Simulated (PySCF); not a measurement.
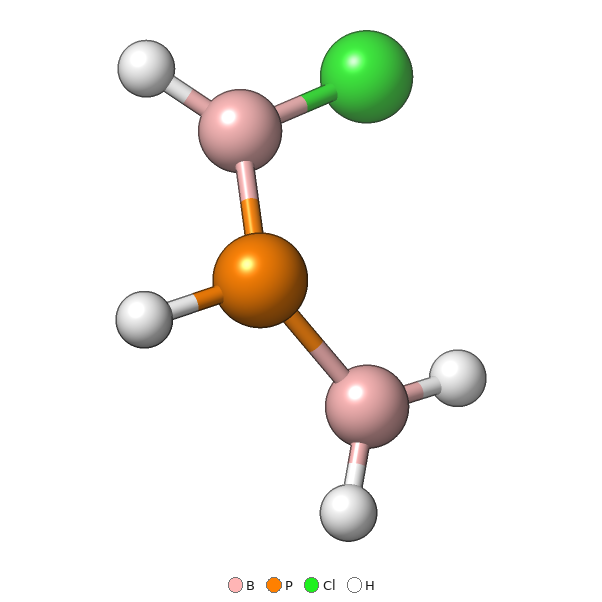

Ball-and-stick drawing of a structure.

The geometry was computed by an optimisation with GFN2-xTB. No frequency run is at hand to confirm it as a minimum.

Give the formula.

Answer. B₂ClH₄P, 8 atoms: 2 boron, 1 chlorine, 4 hydrogen and 1 phosphorus.

How many sets of symmetry-equivalent atoms are there?

Answer. 8: 1 B, 1 P, 1 B, 1 Cl, 1 H, 1 H, 1 H, 1 H.

Name some functional groups or characteristic bonds that it holds.

Answer. Among them: B–H bond.

Does it have rings?

Answer. It has no ring.

The parts below concern this one geometry. Atoms keep their numbers from picture to picture.

### Geometry

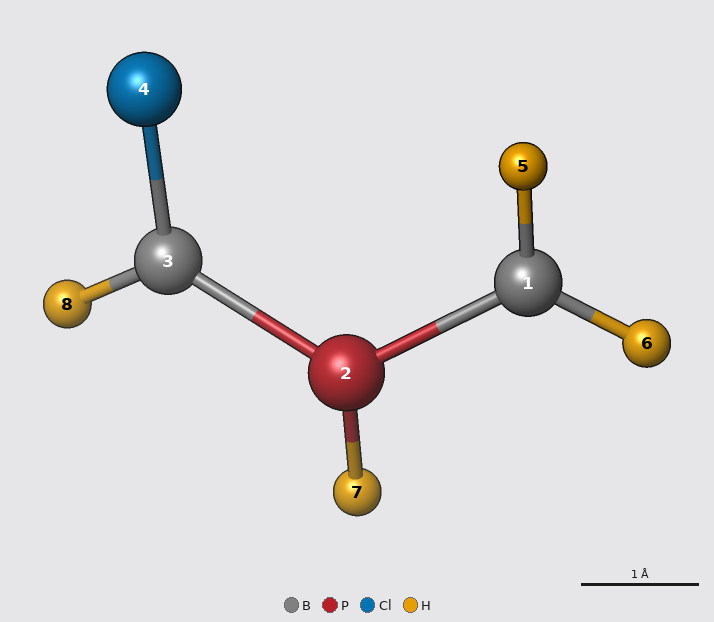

The atoms are numbered. No frequency run is at hand to confirm it as a minimum.

Estimate the angles P2–B1–H5, P2–B1–H6, H5–B1–H6, B1–P2–B3, B1–P2–H7, B3–P2–H7, P2–B3–Cl4, P2–B3–H8, Cl4–B3–H8.

```csv
angle,degrees
P2–B1–H5,118.1
P2–B1–H6,120.2
H5–B1–H6,121.5
B1–P2–B3,122.5
B1–P2–H7,115.8
B3–P2–H7,110.2
P2–B3–Cl4,118.3
P2–B3–H8,122.7
Cl4–B3–H8,118.9
```

### Core levels

No frequency run is at hand to confirm it as a minimum. Properties computed with delta-SCF UKS SCAN, pcX-2 on the ionised atom, pcseg-1 elsewhere, spin-free X2C (PySCF 2.14.0).

Give the core-electron binding energies (to vacuum; p and d levels without spin–orbit splitting) of B1 1s, P2 1s, P2 2p, B3 1s, Cl4 1s, Cl4 2p.

| atom | level | binding energy (eV) |
| --- | --- | --- |
| B1 | 1s | 195.3 |
| P2 | 1s | 2149.9 |
| P2 | 2p | 136.8 |
| B3 | 1s | 196.7 |
| Cl4 | 1s | 2829.0 |
| Cl4 | 2p | 206.9 |

### Excitation

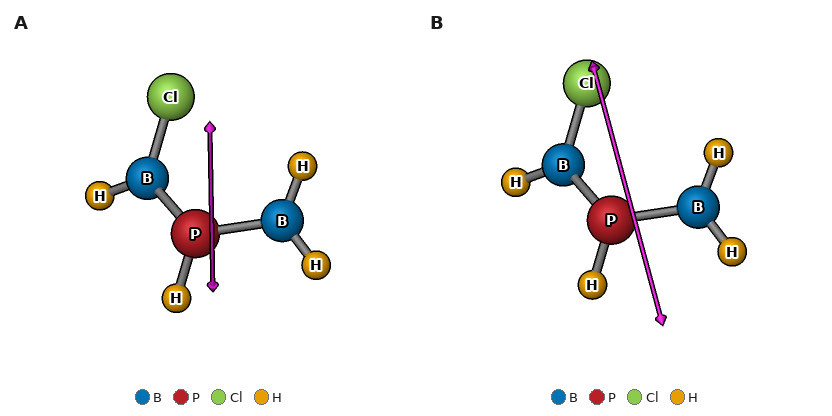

The double arrows show the directions of two transition dipoles from the ground state (lengths mean nothing). No frequency run is at hand to confirm it as a minimum. Level of theory: TDDFT ωB97X-D/def2-SVPD, vertical, gas phase, core orbitals frozen in the response (PySCF 2.14.0).

One belongs to singlet state 5 and one to singlet state 6. Which is which?

Answer. A: state 6, 6.92 eV (179 nm), oscillator strength 0.024, mainly HOMO → LUMO+2 (weight 0.69).
B: state 5, 6.47 eV (192 nm), oscillator strength 0.023, mainly HOMO−3 → LUMO (weight 0.63).

### Polarisability

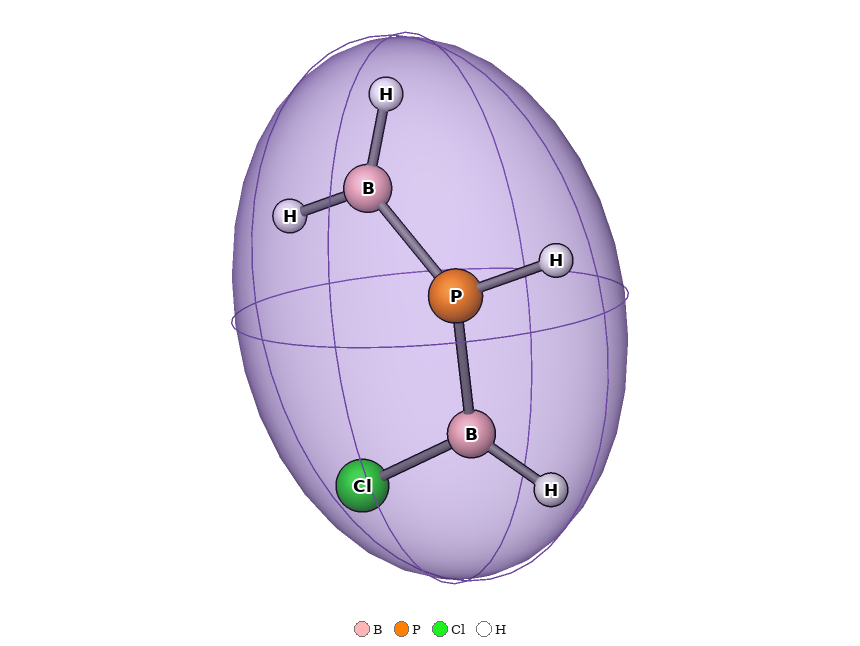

The ellipsoid shows the static dipole polarisability: its half-axes are proportional to the principal values. No frequency run is at hand to confirm it as a minimum. Computed with ωB97X-D/def2-SVPD (PySCF 2.14.0).

How large and how anisotropic is the polarisability?

Answer. Principal values 51.5, 71.1, 91.1 bohr³; mean 71.2 bohr³ (10.56 Å³); anisotropy 34.3 bohr³, so the longest axis is 1.77 times the shortest.

The geometry is semi-empirical. Around B, P such bond lengths and angles can be off by a tenth of an ångström or more and by several degrees, and values that hang on the shape move with them.
